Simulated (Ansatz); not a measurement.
Geometry relaxation of Ti₄NO₈ (part 1 of 2)

The run: geometry relaxation of Ti₄NO₈ (slab, 26 atoms in the cell). Method and program: DFT PBEsol, scalar-relativistic, plane waves, PAW, no spin polarisation (Ansatz 0.2.0).

The structure derives from an entry of the Crystallography Open Database. The input holds or restrains some coordinates. Forces given for the steps count only the free coordinates. It belongs to a series of runs on one base structure; here: end point B relaxed. Figures and captions count atoms from 1; the log counts them from 0 in places.

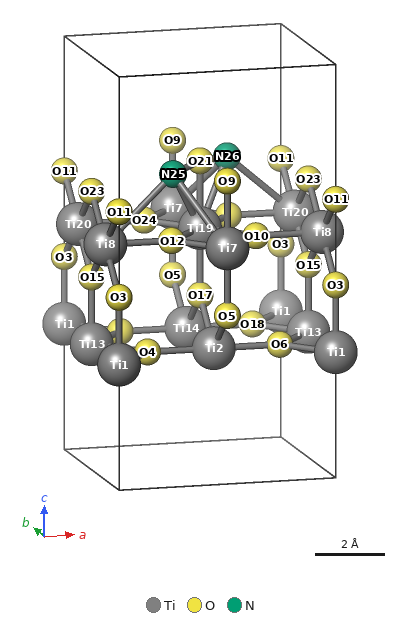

**Figure 1.** The starting structure (ball-and-stick view of the cell of the calculation, with the vacuum cut short, seen slightly off an axis; atoms are numbered from 1 in the order of the input). An atom can appear more than once, as a periodic image.

### The input
```yaml
crystal:
  lattice:
    - [6.520514, 0.0, 0.0]
    - [0.0, 5.9464, 0.0]
    - [0.0, 0.0, 18.25097]
  atoms:
    - { symbol: Ti, position: [0.0, 0.0, 0.05479161] }
    - { symbol: Ti, position: [0.50000004, 0.25, 0.05479161] }
    - { symbol: O, position: [0.0, 0.0, 0.16386598] }
    - { symbol: O, position: [0.19470001, 0.25, 0.05479161] }
    - { symbol: O, position: [0.50000004, 0.0, 0.12435198] }
    - { symbol: O, position: [0.80530006, 0.25, 0.05479161] }
    - { symbol: Ti, position: [0.50000004, 0.0, 0.23342635] }
    - { symbol: Ti, position: [0.0, 0.25, 0.23342635] }
    - { symbol: O, position: [0.50000004, 0.0, 0.34250072] }
    - { symbol: O, position: [0.69470005, 0.25, 0.23342635] }
    - { symbol: O, position: [1.00000007, 0.0, 0.30298671] }
    - { symbol: O, position: [0.30530002, 0.25, 0.23342635] }
    - { symbol: Ti, position: [0.0, 0.5, 0.05479161] }
    - { symbol: Ti, position: [0.50000004, 0.75, 0.05479161] }
    - { symbol: O, position: [0.0, 0.5, 0.16386598] }
    - { symbol: O, position: [0.19470001, 0.75, 0.05479161] }
    - { symbol: O, position: [0.50000004, 0.5, 0.12435198] }
    - { symbol: O, position: [0.80530006, 0.75, 0.05479161] }
    - { symbol: Ti, position: [0.50000004, 0.5, 0.23342635] }
    - { symbol: Ti, position: [0.0, 0.75, 0.23342635] }
    - { symbol: O, position: [0.50000004, 0.5, 0.34250072] }
    - { symbol: O, position: [0.69470005, 0.75, 0.23342635] }
    - { symbol: O, position: [1.00000007, 0.5, 0.30298671] }
    - { symbol: O, position: [0.30530002, 0.75, 0.23342635] }
    - { symbol: "N", position: [0.33333336, 0.33333333, 0.33537781] }
    - { symbol: "N", position: [0.66666671, 0.66666667, 0.33537781] }
basis:
  ecutwfc: 420.0
kpoints:
  mp_grid: { grid: [2, 2, 1] }
hamiltonian:
  xc: pbesol
scf:
  occupations: { method: fermi_dirac, width: 0.02 }
  lower_state_search: "off"
relax:
  f_tol: 0.03
  max_steps: 60
  adjacent_minimum: "off"
  constraints: [{ sites: [0, 1, 3, 4, 5, 12, 13, 15, 16, 17] }]
```

Hardware: 2 threads of Arm Neoverse V1, 24 GiB of memory available, shared host.

Command:
```bash
ansatz run input.yaml --threads 2 --pin off --max-ram 5120MiB --backend cpu --events-out ev --progress --plain --runs-dir out
```

### Output
```
Engine: ansatz 0.2.0, aarch64-unknown-linux-gnu
Pseudopotentials: kind: paw
Pseudopotential: Ti, paw, valence charge 12, recommended cutoff 420 eV (normal), Ti.paw.azcp
Pseudopotential: O, paw, valence charge 6, recommended cutoff 420 eV (normal), O.paw.azcp
Pseudopotential: N, paw, valence charge 5, recommended cutoff 420 eV (normal), N.paw.azcp
Functional definition: PBEsol
  exchange = pbesol_x
  correlation = pbesol_c
Crystal: 26 atoms, lattice volume = 707.656 Å³
Basis set: ecut = 420 eV, 13759 PW (Γ), exchange–correlation on 90×80×250 points (8 copies of the dense FFT grid, shifted against one another)
Bands: 127, of which v1, the nominal top of the filled ones, is band 101 counted from 1 (100 counted from 0)
Symmetry: 2 space group operations
Space group: P2 (ITA 3), of the structure as read, at distance tolerance 8.9e-5 Å
k-points: 4
Non-local potential: Ti, projectors of the file, l = 0: 3, l = 1: 2, l = 2: 3, l = 3: 1
Non-local potential: O, projectors of the file, l = 0: 2, l = 1: 2, l = 2: 1
Non-local potential: N, projectors of the file, l = 0: 2, l = 1: 2, l = 2: 1
PAW form: soft (Blöchl's): semilocal exchange-correlation on the pseudo side does not see the compensation charge
PAW frozen core: Ti, regenerated for the run's functional, and the local potential with it (the file was generated under x = pbe(κ = 0.804, μ = 0.2195149727645171), c = pbe(β = 0.06672455060314922))
PAW frozen core: O, regenerated for the run's functional, and the local potential with it (the file was generated under x = pbe(κ = 0.804, μ = 0.2195149727645171), c = pbe(β = 0.06672455060314922))
PAW frozen core: N, regenerated for the run's functional, and the local potential with it (the file was generated under x = pbe(κ = 0.804, μ = 0.2195149727645171), c = pbe(β = 0.06672455060314922))
PAW one-centre angular grid: Ti, 590 points (default); XC on 64 Gauss nodes
PAW one-centre angular grid: O, 110 points (default); XC on 64 Gauss nodes
PAW one-centre angular grid: N, 110 points (default); XC on 64 Gauss nodes
Initial density: superposition of atomic densities (neutral atoms: chi_scale 0, normalization atom), corrected by the library's trained network
Initial wavefunctions: pseudopotential atomic-orbital guess
Functional: x = pbesol(κ = 0.804, μ = 0.12345679012345678), c = pbesol(β = 0.046)
SCF iter   1: F=—  HF=-29531.566311 eV  |F-HF|=—  |Δ(HF+E_count)|=         —  Δρ=3.26e-2  dr2=4.95e1  ethr=1.77e-3  ⟨swp⟩=7.5  Hψ=2168  notcnv=0  defer=17
preconditioner: auto → LDOS  [metal: Δε(μ)=0.020 eV  Ē_g=9.164 eV  σ=0.020 eV  W_gap=0.25  n_scr=116 (ndim 8)  ℏωp=16.4 eV  f_vac=0.564  D(μ)=24.07/eV (n_scr^D=190)  β→1.0]
SCF iter   2: F=—  HF=-29530.271545 eV  |F-HF|=—  |Δ(HF+E_count)|=    1.29e0  Δρ=1.54e-2  dr2=1.76e0  ethr=1.77e-3  ⟨swp⟩=2.0  Hψ=811  notcnv=0  defer=63
SCF iter   3: F=—  HF=-29530.284880 eV  |F-HF|=—  |Δ(HF+E_count)|=   1.33e-2  Δρ=1.04e-2  dr2=9.40e-1  ethr=8.70e-4  ⟨swp⟩=2.0  Hψ=872  notcnv=0  defer=52
SCF iter   4: F=—  HF=-29530.202985 eV  |F-HF|=—  |Δ(HF+E_count)|=   8.19e-2  Δρ=4.33e-3  dr2=2.37e-1  ethr=4.65e-4  ⟨swp⟩=2.0  Hψ=741  notcnv=0  defer=52
SCF iter   5: F=—  HF=-29530.200691 eV  |F-HF|=—  |Δ(HF+E_count)|=   2.29e-3  Δρ=2.12e-3  dr2=6.97e-2  ethr=1.18e-4  ⟨swp⟩=2.0  Hψ=630  notcnv=0  defer=52
SCF iter   6: F=—  HF=-29530.201128 eV  |F-HF|=—  |Δ(HF+E_count)|=   4.37e-4  Δρ=1.39e-3  dr2=3.20e-2  ethr=3.45e-5  ⟨swp⟩=2.0  Hψ=675  notcnv=0  defer=52
SCF iter   7: F=—  HF=-29530.202240 eV  |F-HF|=—  |Δ(HF+E_count)|=   1.11e-3  Δρ=9.54e-4  dr2=1.30e-2  ethr=1.58e-5  ⟨swp⟩=2.0  Hψ=616  notcnv=0  defer=52
SCF iter   8: F=—  HF=-29530.202272 eV  |F-HF|=—  |Δ(HF+E_count)|=   3.17e-5  Δρ=6.90e-4  dr2=4.95e-3  ethr=6.46e-6  ⟨swp⟩=2.0  Hψ=641  notcnv=0  defer=52
SCF iter   9: F=—  HF=-29530.202109 eV  |F-HF|=—  |Δ(HF+E_count)|=   1.63e-4  Δρ=3.33e-4  dr2=9.67e-4  ethr=2.45e-6  ⟨swp⟩=2.0  Hψ=713  notcnv=0  defer=52
SCF iter  10: F=—  HF=-29530.202162 eV  |F-HF|=—  |Δ(HF+E_count)|=   5.28e-5  Δρ=1.64e-4  dr2=1.82e-4  ethr=4.79e-7  ⟨swp⟩=3.0  Hψ=658  notcnv=0  defer=52
SCF iter  11: F=—  HF=-29530.202232 eV  |F-HF|=—  |Δ(HF+E_count)|=   6.95e-5  Δρ=8.04e-5  dr2=2.93e-5  ethr=9.03e-8  ⟨swp⟩=2.0  Hψ=632  notcnv=0  defer=52
SCF iter  12: F=-29530.202285 eV  HF=-29530.202256 eV  |F-HF|=2.85e-5  |Δ(HF+E_count)|=   2.47e-5  Δρ=5.36e-5  dr2=9.49e-6  ethr=1.11e-8  ⟨swp⟩=4.2  Hψ=1545  notcnv=0
SCF 1 converged in 12 iterations: F = -29530.202285 eV  dr2 = 9.49e-6
  greatest PAW one-centre occupation: 0.999 electrons in one spin orbital (limit 2), on the Ti atom at site 6 (counted from 0), in its partial waves of l = 0
relax step   1: F+E_penalty+E_count = -29530.20228490 eV  Δ(F+E_penalty+E_count) = +0.000e0 eV  max|allowed force component| = 3.940e0 eV/Å  Δτ_max = 0.0000 Å  (12 SCF iters, dr2 threshold 2.25e-5 eV, accepted)
Initial density: handed on by an earlier stage of this run
Initial wavefunctions: those handed on with the density
iter 1 solved again at ethr=9.08e-4 eV; its pass at ethr=3.10e-3 eV (dr2=1.83e0 eV) is discarded
SCF iter   1: F=—  HF=-29533.352657 eV  |F-HF|=—  |Δ(HF+E_count)|=         —  Δρ=1.60e-2  dr2=1.85e0  ethr=9.08e-4  ⟨swp⟩=1.0  Hψ=1832  notcnv=0  defer=23
preconditioner: auto → LDOS  [metal: Δε(μ)=0.035 eV  Ē_g=9.223 eV  σ=0.020 eV  W_gap=0.41  n_scr=116 (ndim 8)  ℏωp=16.4 eV  f_vac=0.568  D(μ)=16.62/eV (n_scr^D=100)  β→1.0]
SCF iter   2: F=—  HF=-29533.642728 eV  |F-HF|=—  |Δ(HF+E_count)|=   2.90e-1  Δρ=2.32e-2  dr2=8.44e0  ethr=9.08e-4  ⟨swp⟩=3.2  Hψ=1099  notcnv=0  defer=23  recentre
SCF iter   3: F=—  HF=-29533.035557 eV  |F-HF|=—  |Δ(HF+E_count)|=   6.07e-1  Δρ=5.54e-3  dr2=3.62e-1  ethr=9.08e-4  ⟨swp⟩=3.0  Hψ=928  notcnv=0  defer=49
SCF iter   4: F=—  HF=-29533.004960 eV  |F-HF|=—  |Δ(HF+E_count)|=   3.06e-2  Δρ=2.09e-3  dr2=1.04e-1  ethr=1.79e-4  ⟨swp⟩=2.0  Hψ=664  notcnv=0  defer=52
SCF iter   5: F=—  HF=-29533.001513 eV  |F-HF|=—  |Δ(HF+E_count)|=   3.45e-3  Δρ=1.68e-3  dr2=6.19e-2  ethr=5.16e-5  ⟨swp⟩=2.0  Hψ=595  notcnv=0  defer=52
SCF iter   6: F=—  HF=-29532.996980 eV  |F-HF|=—  |Δ(HF+E_count)|=   4.53e-3  Δρ=9.67e-4  dr2=2.22e-2  ethr=3.06e-5  ⟨swp⟩=2.0  Hψ=609  notcnv=0  defer=52
SCF iter   7: F=—  HF=-29532.995713 eV  |F-HF|=—  |Δ(HF+E_count)|=   1.27e-3  Δρ=3.81e-4  dr2=8.09e-4  ethr=1.10e-5  ⟨swp⟩=1.8  Hψ=475  notcnv=0  defer=52
SCF iter   8: F=—  HF=-29532.996233 eV  |F-HF|=—  |Δ(HF+E_count)|=   5.21e-4  Δρ=2.00e-4  dr2=2.81e-4  ethr=4.00e-7  ⟨swp⟩=3.0  Hψ=752  notcnv=0  defer=52
SCF iter   9: F=—  HF=-29532.996300 eV  |F-HF|=—  |Δ(HF+E_count)|=   6.65e-5  Δρ=1.33e-4  dr2=1.59e-4  ethr=1.39e-7  ⟨swp⟩=2.0  Hψ=669  notcnv=0  defer=52
SCF iter  10: F=-29532.996337 eV  HF=-29532.996316 eV  |F-HF|=2.05e-5  |Δ(HF+E_count)|=   1.66e-5  Δρ=7.42e-5  dr2=3.25e-5  ethr=4.95e-8  ⟨swp⟩=3.0  Hψ=1665  notcnv=0
SCF 2 converged in 10 iterations: F = -29532.996337 eV  dr2 = 3.25e-5
relax step   2: F+E_penalty+E_count = -29532.99633677 eV  Δ(F+E_penalty+E_count) = -2.794e0 eV  max|allowed force component| = 3.057e0 eV/Å  Δτ_max = 0.1795 Å  (10 SCF iters, dr2 threshold 1.00e-4 eV, accepted)
[...]
preconditioner: auto → LDOS  [metal: Δε(μ)=0.028 eV  Ē_g=9.223 eV  σ=0.020 eV  W_gap=0.33  n_scr=116 (ndim 8)  ℏωp=16.3 eV  f_vac=0.568  D(μ)=22.76/eV (n_scr^D=174)  β→1.0]
  greatest PAW one-centre occupation: 0.999 electrons in one spin orbital (limit 2), on the Ti atom at site 19 (counted from 0), in its partial waves of l = 0
relax step   3: F+E_penalty+E_count = -29535.17211576 eV  Δ(F+E_penalty+E_count) = -2.176e0 eV  max|allowed force component| = 1.575e0 eV/Å  Δτ_max = 0.1947 Å  (15 SCF iters, dr2 threshold 1.00e-4 eV, accepted)
preconditioner: auto → LDOS  [insulator: Δε(μ)=0.048 eV  Ē_g=9.326 eV  σ=0.020 eV  W_gap=0.52  n_scr=116 (ndim 8)  ℏωp=16.3 eV  f_vac=0.566  D(μ)=19.94/eV (n_scr^D=136)  ε∞_Penn≈4.0  β→1.0]
relax step   4: F+E_penalty+E_count = -29535.76451753 eV  Δ(F+E_penalty+E_count) = -5.924e-1 eV  max|allowed force component| = 9.917e-1 eV/Å  Δτ_max = 0.1958 Å  (16 SCF iters, dr2 threshold 1.00e-4 eV, accepted)
preconditioner: auto → LDOS  [insulator: Δε(μ)=0.047 eV  Ē_g=9.236 eV  σ=0.020 eV  W_gap=0.53  n_scr=116 (ndim 8)  ℏωp=16.3 eV  f_vac=0.562  D(μ)=15.31/eV (n_scr^D=84)  ε∞_Penn≈4.1  β→1.0]
relax step   5: F+E_penalty+E_count = -29536.10968123 eV  Δ(F+E_penalty+E_count) = -3.452e-1 eV  max|allowed force component| = 1.769e0 eV/Å  Δτ_max = 0.1949 Å  (12 SCF iters, dr2 threshold 1.00e-4 eV, accepted)
preconditioner: auto → LDOS  [metal: Δε(μ)=0.039 eV  Ē_g=9.221 eV  σ=0.020 eV  W_gap=0.45  n_scr=116 (ndim 8)  ℏωp=16.3 eV  f_vac=0.559  D(μ)=17.39/eV (n_scr^D=102)  β→1.0]
relax step   6: F+E_penalty+E_count = -29536.45292484 eV  Δ(F+E_penalty+E_count) = -3.432e-1 eV  max|allowed force component| = 1.570e0 eV/Å  Δτ_max = 0.1951 Å  (9 SCF iters, dr2 threshold 1.00e-4 eV, accepted)
preconditioner: auto → LDOS  [metal: Δε(μ)=0.025 eV  Ē_g=9.191 eV  σ=0.020 eV  W_gap=0.30  n_scr=116 (ndim 8)  ℏωp=16.3 eV  f_vac=0.554  D(μ)=20.40/eV (n_scr^D=140)  β→1.0]
relax step   7: F+E_penalty+E_count = -29536.78483887 eV  Δ(F+E_penalty+E_count) = -3.319e-1 eV  max|allowed force component| = 1.270e0 eV/Å  Δτ_max = 0.1949 Å  (9 SCF iters, dr2 threshold 1.00e-4 eV, accepted)
preconditioner: auto → LDOS  [metal: Δε(μ)=0.013 eV  Ē_g=9.216 eV  σ=0.020 eV  W_gap=0.16  n_scr=116 (ndim 8)  ℏωp=16.3 eV  f_vac=0.550  D(μ)=22.89/eV (n_scr^D=174)  β→1.0]
relax step   8: F+E_penalty+E_count = -29537.05759268 eV  Δ(F+E_penalty+E_count) = -2.728e-1 eV  max|allowed force component| = 5.314e-1 eV/Å  Δτ_max = 0.1948 Å  (10 SCF iters, dr2 threshold 1.00e-4 eV, accepted)
preconditioner: auto → LDOS  [metal: Δε(μ)=0.027 eV  Ē_g=9.187 eV  σ=0.020 eV  W_gap=0.32  n_scr=116 (ndim 8)  ℏωp=16.3 eV  f_vac=0.546  D(μ)=19.31/eV (n_scr^D=116)  β→1.0]
relax step   9: F+E_penalty+E_count = -29537.20905905 eV  Δ(F+E_penalty+E_count) = -1.515e-1 eV  max|allowed force component| = 5.728e-1 eV/Å  Δτ_max = 0.1953 Å  (9 SCF iters, dr2 threshold 4.94e-5 eV, accepted)
preconditioner: auto → LDOS  [metal: Δε(μ)=0.023 eV  Ē_g=9.194 eV  σ=0.020 eV  W_gap=0.27  n_scr=116 (ndim 8)  ℏωp=16.3 eV  f_vac=0.543  D(μ)=21.28/eV (n_scr^D=156)  β→1.0]
relax step  10: F+E_penalty+E_count = -29537.29379914 eV  Δ(F+E_penalty+E_count) = -8.474e-2 eV  max|allowed force component| = 4.414e-1 eV/Å  Δτ_max = 0.2000 Å  (9 SCF iters, dr2 threshold 5.74e-5 eV, accepted)
preconditioner: auto → LDOS  [metal: Δε(μ)=0.032 eV  Ē_g=9.172 eV  σ=0.020 eV  W_gap=0.38  n_scr=116 (ndim 8)  ℏωp=16.3 eV  f_vac=0.538  D(μ)=18.43/eV (n_scr^D=108)  β→1.0]
relax step  11: F+E_penalty+E_count = -29537.36016318 eV  Δ(F+E_penalty+E_count) = -6.636e-2 eV  max|allowed force component| = 1.865e-1 eV/Å  Δτ_max = 0.1924 Å  (9 SCF iters, dr2 threshold 1.00e-4 eV, accepted)
preconditioner: auto → LDOS  [metal: Δε(μ)=0.023 eV  Ē_g=9.164 eV  σ=0.020 eV  W_gap=0.28  n_scr=116 (ndim 8)  ℏωp=16.3 eV  f_vac=0.537  D(μ)=20.95/eV (n_scr^D=148)  β→1.0]
  greatest PAW one-centre occupation: 0.999 electrons in one spin orbital (limit 2), on the Ti atom at site 18 (counted from 0), in its partial waves of l = 0
relax step  12: F+E_penalty+E_count = -29537.39044475 eV  Δ(F+E_penalty+E_count) = -3.028e-2 eV  max|allowed force component| = 2.246e-1 eV/Å  Δτ_max = 0.2000 Å  (13 SCF iters, dr2 threshold 6.21e-6 eV, accepted)
preconditioner: auto → LDOS  [metal: Δε(μ)=0.031 eV  Ē_g=9.148 eV  σ=0.020 eV  W_gap=0.37  n_scr=116 (ndim 8)  ℏωp=16.3 eV  f_vac=0.537  D(μ)=19.33/eV (n_scr^D=120)  β→1.0]
relax step  13: F+E_penalty+E_count = -29537.41859865 eV  Δ(F+E_penalty+E_count) = -2.815e-2 eV  max|allowed force component| = 2.211e-1 eV/Å  Δτ_max = 0.1933 Å  (11 SCF iters, dr2 threshold 9.01e-6 eV, accepted)
preconditioner: auto → LDOS  [metal: Δε(μ)=0.031 eV  Ē_g=9.142 eV  σ=0.020 eV  W_gap=0.37  n_scr=116 (ndim 8)  ℏωp=16.3 eV  f_vac=0.538  D(μ)=19.33/eV (n_scr^D=120)  β→1.0]
relax step  14: F+E_penalty+E_count = -29537.42825881 eV  Δ(F+E_penalty+E_count) = -9.660e-3 eV  max|allowed force component| = 3.752e-1 eV/Å  Δτ_max = 0.1950 Å  (7 SCF iters, dr2 threshold 4.73e-5 eV, accepted)
preconditioner: auto → LDOS  [metal: Δε(μ)=0.020 eV  Ē_g=9.168 eV  σ=0.020 eV  W_gap=0.24  n_scr=116 (ndim 8)  ℏωp=16.3 eV  f_vac=0.542  D(μ)=22.42/eV (n_scr^D=172)  β→1.0]
relax step  15: F+E_penalty+E_count = -29537.42359410 eV  Δ(F+E_penalty+E_count) = +4.665e-3 eV  max|allowed force component| = 5.316e-1 eV/Å  Δτ_max = 0.1771 Å  (9 SCF iters, dr2 threshold 1.00e-4 eV, rejected (line search))
preconditioner: auto → LDOS  [metal: Δε(μ)=0.033 eV  Ē_g=9.149 eV  σ=0.020 eV  W_gap=0.39  n_scr=116 (ndim 8)  ℏωp=16.3 eV  f_vac=0.538  D(μ)=18.70/eV (n_scr^D=112)  β→1.0]
relax step  16: F+E_penalty+E_count = -29537.43287509 eV  Δ(F+E_penalty+E_count) = -4.616e-3 eV  max|allowed force component| = 9.671e-2 eV/Å  Δτ_max = 0.0816 Å  (18 SCF iters, accepted)
preconditioner: auto → LDOS  [metal: Δε(μ)=0.029 eV  Ē_g=9.151 eV  σ=0.020 eV  W_gap=0.34  n_scr=116 (ndim 8)  ℏωp=16.3 eV  f_vac=0.540  D(μ)=20.08/eV (n_scr^D=136)  β→1.0]
relax step  17: F+E_penalty+E_count = -29537.43494449 eV  Δ(F+E_penalty+E_count) = -2.069e-3 eV  max|allowed force component| = 5.142e-2 eV/Å  Δτ_max = 0.0695 Å  (14 SCF iters, accepted)
preconditioner: auto → LDOS  [metal: Δε(μ)=0.029 eV  Ē_g=9.147 eV  σ=0.020 eV  W_gap=0.35  n_scr=116 (ndim 8)  ℏωp=16.3 eV  f_vac=0.541  D(μ)=19.91/eV (n_scr^D=136)  β→1.0]
relax step  18: F+E_penalty+E_count = -29537.43720926 eV  Δ(F+E_penalty+E_count) = -2.265e-3 eV  max|allowed force component| = 3.813e-2 eV/Å  Δτ_max = 0.1390 Å  (12 SCF iters, accepted)
preconditioner: auto → LDOS  [metal: Δε(μ)=0.029 eV  Ē_g=9.151 eV  σ=0.020 eV  W_gap=0.35  n_scr=116 (ndim 8)  ℏωp=16.3 eV  f_vac=0.542  D(μ)=19.82/eV (n_scr^D=136)  β→1.0]
relax step  19: F+E_penalty+E_count = -29537.43825336 eV  Δ(F+E_penalty+E_count) = -1.044e-3 eV  max|allowed force component| = 3.394e-2 eV/Å  Δτ_max = 0.1470 Å  (11 SCF iters, accepted)
preconditioner: auto → LDOS  [metal: Δε(μ)=0.029 eV  Ē_g=9.154 eV  σ=0.020 eV  W_gap=0.35  n_scr=116 (ndim 8)  ℏωp=16.3 eV  f_vac=0.542  D(μ)=19.91/eV (n_scr^D=136)  β→1.0]
relax step  20: F+E_penalty+E_count = -29537.43845028 eV  Δ(F+E_penalty+E_count) = -1.969e-4 eV  max|allowed force component| = 1.908e-2 eV/Å  Δτ_max = 0.0726 Å  (10 SCF iters, accepted)
```

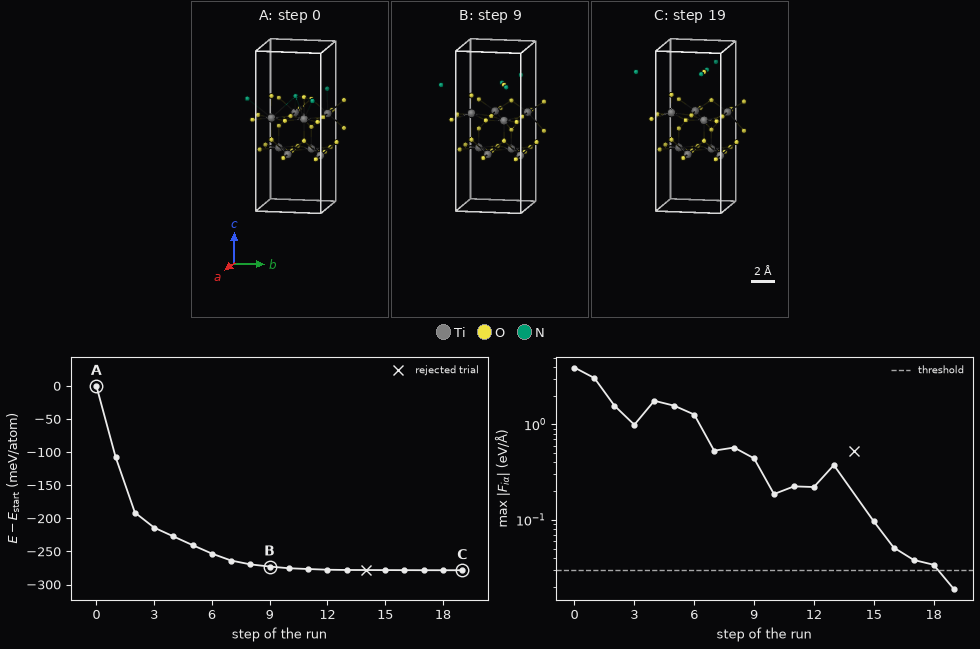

**Figure 2.** Frames of the restrained relaxation (ball-and-stick view of the cell of the calculation, with the vacuum cut short (origin shifted), with bonded neighbours outside it, seen slightly off an axis) above the curves, on which the letters mark them (the first geometry is step 0 here and step 1 in the log).

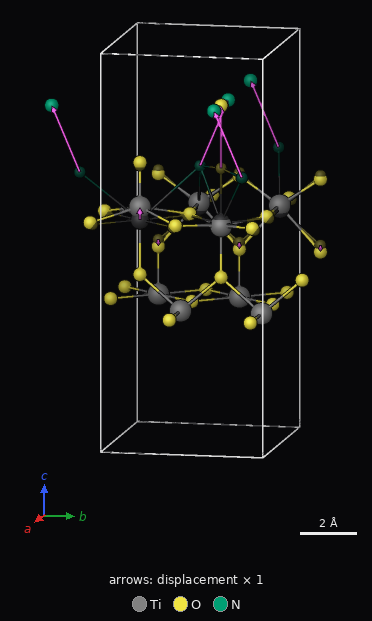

**Figure 3.** Start (faint) and end (solid) with the displacements as pink arrows, at true length (ball-and-stick view of the cell of the calculation, with the vacuum cut short (origin shifted), with bonded neighbours outside it, seen slightly off an axis). The energy falls by 278 meV per atom in 19 geometry steps. Largest force component: 3.9 eV/Å at the start, 0.019 eV/Å at the end. The line search rejected the trial step at point 14 (counted from 0) and went back. The largest moves, 2.62 Å, are those of N25 and N26. By element the largest moves are N 2.62 Å, O 2.28 Å, Ti 0.47 Å. The lattice vectors keep their values. Among the contacts that change: Ti19–O21 1.991 → 4.390 Å, Ti19–N25 2.372 → 4.548 Å, Ti7–N25 2.928 → 4.980 Å, Ti20–N26 2.904 → 4.866 Å. Bonds break: Ti19–N25 (2.37 → 4.55 Å), Ti19–N26 (2.37 → 4.55 Å), Ti19–O21 (1.99 → 4.39 Å). Among the angles that change: O10–Ti7–O24 180.0° → 156.9°, Ti8–O15–Ti20 99.0° → 83.5°, O3–Ti8–O15 99.0° → 83.9°. (Atoms are counted from 1 in the order of the input.)
